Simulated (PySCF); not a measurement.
# quartet BH2Br−: levels of theory compared

Wanted: a comparison of 6 runs (U-r2SCAN/STO-3G, UB3LYP/STO-3G, UPBE/STO-3G, UMP2/STO-3G, NEVPT2(5,5)/STO-3G, UCCSDT/STO-3G) of quartet BH2Br−. The job is set up through a Python script.

The results are computed with PySCF 2.14.0.

7 further runs of the same task are left out: 7 set aside as unsound or not needed.

### 1 Starting point

The species is BH2Br− (4 atoms), meant as a quartet with charge -1. As SMILES of the parent species, `[BH2-]Br`. The shape is that of a GFN2-xTB optimisation. That shape belongs to the parent species and isn't relaxed for this state.

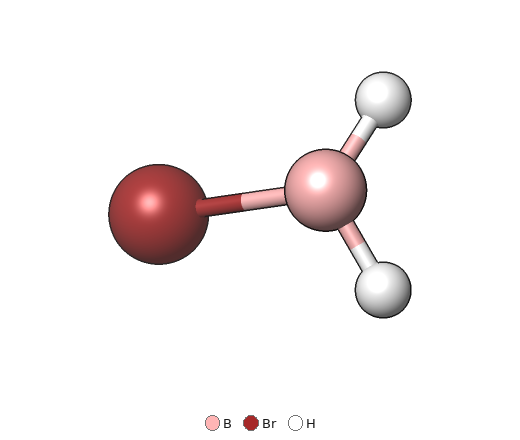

The structure, seen from a chosen angle (boron pink, bromine red, hydrogen white).

### 2 The energy at U-r2SCAN/STO-3G (run 1)

run.py reads:

```python
from pyscf import gto, dft

system = gto.M(
    atom='''
B     -0.719173     0.281267     0.003307
Br     2.910292     1.097685     1.250129
H     -1.455524    -1.628358     1.034720
H     -0.735595     0.249406    -2.288156
''',
    max_memory=1860,
    basis='sto-3g',
    spin=3,
    unit='bohr',
    verbose=3,
    charge=-1,
)

mf = dft.UKS(system, xc='r2scan')
mf.grids.level = 5
mf.conv_tol = 1e-10
mf.kernel()
if not mf.converged:
    mf = mf.newton().run(mf.mo_coeff, mf.mo_occ)

e_final = mf.e_tot
print('E = %.10f Eh' % e_final)
```

Started as:

```console
$ OMP_NUM_THREADS=1 python run.py
```

Standard output:

```text
WARN: HOMO -0.0289441100849185 >= LUMO -0.420485052800897

WARN: HOMO 0.571313008190907 >= LUMO 0.244093103306058

WARN: HOMO 0.548912682990114 >= LUMO 0.160723963530162

WARN: HOMO 0.530751740210575 >= LUMO 0.157911669451358

WARN: HOMO 0.535084519262186 >= LUMO 0.153023563031066

WARN: HOMO 0.534905423275413 >= LUMO 0.151705473556096

WARN: HOMO 0.53498780928202 >= LUMO 0.151802726992107

WARN: HOMO 0.534973576337464 >= LUMO 0.15182924427914

WARN: HOMO 0.534973731202371 >= LUMO 0.151827064203812

WARN: HOMO 0.53497382529702 >= LUMO 0.151825959293427

WARN: HOMO 0.534973764194232 >= LUMO 0.151826163952123

WARN: HOMO 0.534973749992143 >= LUMO 0.151826153401935

converged SCF energy = -2571.30720009303  <S^2> = 3.7516282  2S+1 = 4.000814
E = -2571.3072000930 Eh
```

It took 7.2 s on 1 thread of Arm Neoverse V2, shared host; peak memory 0.24 GiB.

### 3 A single-point energy at UB3LYP/STO-3G (run 2)

input.xyz reads:

```xyz
4

B     -0.380570     0.148840     0.001750
Br     1.540060     0.580870     0.661540
H     -0.770230    -0.861690     0.547550
H     -0.389260     0.131980    -1.210840
```

calc.py reads:

```python
from pyscf import gto, dft

mol = gto.M(
    atom='input.xyz',
    spin=3,
    max_memory=1860,
    charge=-1,
    basis='sto-3g',
    verbose=4,
)

calc0 = dft.UKS(mol, xc='b3lyp')
calc0.conv_tol = 1e-10
calc0.grids.level = 5
calc0.kernel()
if not calc0.converged:
    calc0 = calc0.newton().run(calc0.mo_coeff, calc0.mo_occ)

etot = calc0.e_tot
print('Final energy', etot)
```

Started as:

```console
$ OMP_NUM_THREADS=1 python calc.py
```

Standard output:

```text
PySCF version 2.14.0

[... 53 lines left out ...]
[... the frontier-level lines of each cycle are left out ...]
[... 11 lines left out ...]
[... 11 lines left out ...]
[... 11 lines left out ...]
[... 11 lines left out ...]
[... 1 line left out ...]
cycle= 9 E= -2571.21931963415  delta_E= -1.03e-10  |g|= 1.15e-06  |ddm|= 3e-05


cycle= 10 E= -2571.21931963415  delta_E= -1.82e-12  |g|= 3.05e-07  |ddm|= 6.31e-06


Extra cycle  E= -2571.21931963415  delta_E= 1.82e-12  |g|= 3.61e-07  |ddm|= 4.1e-06
converged SCF energy = -2571.21931963415  <S^2> = 3.750399  2S+1 = 4.0001995
Final energy -2571.2193196341505
```

Wall time 4.5 s (1 thread of Arm Neoverse V2, shared host); peak memory 0.23 GiB.

Run 3 isn't shown in full; the table further down has it.

### 4 The energy at UMP2/STO-3G (run 4)

input.py reads:

```python
from pyscf import gto, mp

mol = gto.M(
    atom=[
    ('B', (-0.380570, 0.148840, 0.001750)),
    ('Br', (1.540060, 0.580870, 0.661540)),
    ('H', (-0.770230, -0.861690, 0.547550)),
    ('H', (-0.389260, 0.131980, -1.210840)),
],
    basis='sto-3g',
    verbose=3,
    max_memory=1860,
    spin=3,
    charge=-1,
)

mf = mol.UHF()
mf.conv_tol = 1e-10
mf.kernel()
if not mf.converged:
    mf = mf.newton().run(mf.mo_coeff, mf.mo_occ)

pt = mp.MP2(mf, frozen=10).run()
etot = pt.e_tot
print('Final energy', etot)
```

Started as:

```console
$ OMP_NUM_THREADS=1 python input.py
```

Standard output:

```text
WARN: HOMO 0.170904076326041 >= LUMO -0.409124243245085

WARN: HOMO 0.393579607731579 >= LUMO 0.267832990060666

WARN: HOMO 0.352149981127136 >= LUMO 0.286655739501468

WARN: HOMO 0.355625238021581 >= LUMO 0.293008390894136

WARN: HOMO 0.357995546832134 >= LUMO 0.318300123761524

WARN: HOMO 0.360617230026153 >= LUMO 0.302038575607153

WARN: HOMO 0.363885017956512 >= LUMO 0.318389937133709

WARN: HOMO 0.361154371177923 >= LUMO 0.307719573967321

WARN: HOMO 0.362257943742025 >= LUMO 0.312242199097981

WARN: HOMO 0.362203465993235 >= LUMO 0.312633090539103

WARN: HOMO 0.362209397514441 >= LUMO 0.312507070014092

WARN: HOMO 0.362173160608441 >= LUMO 0.312360453403783

WARN: HOMO 0.362175233652316 >= LUMO 0.31236524345824

WARN: HOMO 0.362175000708431 >= LUMO 0.312364423883482

WARN: HOMO 0.362174958283799 >= LUMO 0.312364737984974

WARN: HOMO 0.362174839086357 >= LUMO 0.312365648382146

WARN: HOMO 0.36217423597146 >= LUMO 0.31236743057176

WARN: HOMO 0.362173817820519 >= LUMO 0.312363739619161

WARN: HOMO 0.362173973513174 >= LUMO 0.312364590770763

converged SCF energy = -2569.66020846039  <S^2> = 3.7572298  2S+1 = 4.0036133
E(UMP2) = -2569.68327309458  E_corr = -0.0230646341925438
E(SCS-UMP2) = -2569.6865882398  E_corr = -0.0263797794153733
Final energy -2569.6832730945816
```

Run time: 0.62 s. Hardware: 1 thread of Arm Neoverse V2, shared host; peak memory 0.12 GiB.

Run 5 isn't shown in full; the table further down has it.

### 5 A single-point energy at UCCSDT/STO-3G (run 6)

calc.py reads:

```python
from pyscf import gto, scf, cc

system = gto.Mole()
system.atom = [
    ('B', (-0.380570, 0.148840, 0.001750)),
    ('Br', (1.540060, 0.580870, 0.661540)),
    ('H', (-0.770230, -0.861690, 0.547550)),
    ('H', (-0.389260, 0.131980, -1.210840)),
]
system.basis = 'sto-3g'
system.charge = -1
system.verbose = 3
system.spin = 3
system.max_memory = 1860
system.build()

mf = scf.UHF(system)
mf.conv_tol = 1e-10
mf.kernel()
if not mf.converged:
    mf = mf.newton().run(mf.mo_coeff, mf.mo_occ)

mycc = cc.CCSDT(mf, frozen=10)
mycc.kernel()
e_final = mycc.e_tot
print('Final energy', e_final)
```

Started as:

```console
$ OMP_NUM_THREADS=1 python calc.py
```

Standard output:

```text
WARN: HOMO 0.170904076326041 >= LUMO -0.409124243245085

WARN: HOMO 0.393579607731579 >= LUMO 0.267832990060666

WARN: HOMO 0.352149981127136 >= LUMO 0.286655739501468

WARN: HOMO 0.355625238021581 >= LUMO 0.293008390894136

WARN: HOMO 0.357995546832134 >= LUMO 0.318300123761524

WARN: HOMO 0.360617230026153 >= LUMO 0.302038575607153

WARN: HOMO 0.363885017956512 >= LUMO 0.318389937133709

WARN: HOMO 0.361154371177923 >= LUMO 0.307719573967321

WARN: HOMO 0.362257943742025 >= LUMO 0.312242199097981

WARN: HOMO 0.362203465993235 >= LUMO 0.312633090539103

WARN: HOMO 0.362209397514441 >= LUMO 0.312507070014092

WARN: HOMO 0.362173160608441 >= LUMO 0.312360453403783

WARN: HOMO 0.362175233652316 >= LUMO 0.31236524345824

WARN: HOMO 0.362175000708431 >= LUMO 0.312364423883482

WARN: HOMO 0.362174958283799 >= LUMO 0.312364737984974

WARN: HOMO 0.362174839086357 >= LUMO 0.312365648382146

WARN: HOMO 0.36217423597146 >= LUMO 0.31236743057176

WARN: HOMO 0.362173817820519 >= LUMO 0.312363739619161

WARN: HOMO 0.362173973513174 >= LUMO 0.312364590770763

converged SCF energy = -2569.66020846039  <S^2> = 3.7572298  2S+1 = 4.0036133
_make_eris_incore_UCCSDT

WARN: A large `blksize_v_aaa` is being used, which may cause large memory consumption
      for storing contraction intermediates. If memory is sufficient, consider using
      `pyscf.cc.uccsdt_highm.UCCSDT` instead.

WARN: A large `blksize_v_aab` is being used, which may cause large memory consumption
      for storing contraction intermediates. If memory is sufficient, consider using
      `pyscf.cc.uccsdt_highm.UCCSDT` instead.

UCCSDT converged
E(UCCSDT) = -2569.697964762708   E_corr = -0.03775630231845166
E_corr(same-spin) = -0.00309275073060621
E_corr(oppo-spin) = -0.0346635515878455
Final energy -2569.6979647627077
```

Wall time 3 s (1 thread of Arm Neoverse V2, shared host); peak memory 0.11 GiB.

### 6 Overview of the runs

```
run               level  integration grid  frozen core orbitals   energy (Eh)  HOMO energy (eV)   ⟨S²⟩  wall time
  1     U-r2SCAN/STO-3G                 5                     –  -2571.307200             14.56  3.752      7.2 s
  2       UB3LYP/STO-3G                 5                     –  -2571.219320             13.86  3.750      4.5 s
  3         UPBE/STO-3G                 5                     –  -2570.740626             15.13  3.751      4.5 s
  4         UMP2/STO-3G                 –                    10  -2569.683273              9.86  3.757     0.62 s
  5  NEVPT2(5,5)/STO-3G                 –                     –  -2569.685252                 –      –     0.74 s
  6       UCCSDT/STO-3G                 –                    10  -2569.697965              9.86  3.757        3 s
```

### 7 Results

| quantity | value |
| --- | --- |
| run 6: total energy | -2569.69796 Eh |
| run 6: HOMO energy (Hartree–Fock orbitals) (highest over α and β) | 9.86 eV |
| run 6: correlation energy (10 core orbitals frozen) | -37.8 mEh |
| run 6: ⟨S²⟩ of the reference determinant | 3.757 |
| run 6: T1 diagnostic | 0.014 |

Totals of different functionals can't be ranked against each other. In runs 1, 2, 3, 4, 5, 6 the HOMO lies above zero, so the outermost electron may be held by the basis alone. In runs 1, 2, 3, 4, 5, 6 the basis is minimal, so the values are rough. All runs together took 21 s, the longest 7.2 s.
